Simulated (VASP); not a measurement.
Band structure of AlGa₃Sb₄ (ordered alloy cell). Computed with PBEsol GGA, VASP's PBE PAW potentials (set 64) (plane waves; VASP 6.6.1).

Unless said otherwise, spin-orbit coupling is left out, though it shifts the bands of the heavy elements here.

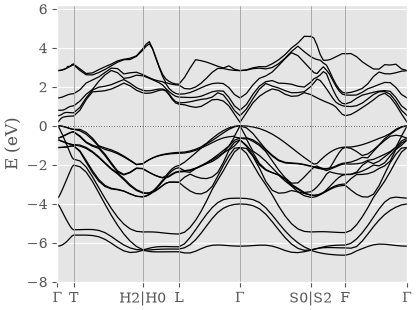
Bands along high-symmetry lines, zero at the valence-band maximum or, without a gap, the Fermi level

### Question
Read the plot: is there a gap, and where are the band edges?

### Answer
The gap is direct, 0.18 eV, from the valence maximum at Γ to the conduction minimum at Γ. (Edges off the drawn lines would not show.)

The structure was generated: AlGa3Sb4 was put into an ordered model structure (R3m), which need not be its known phase. It was relaxed first.
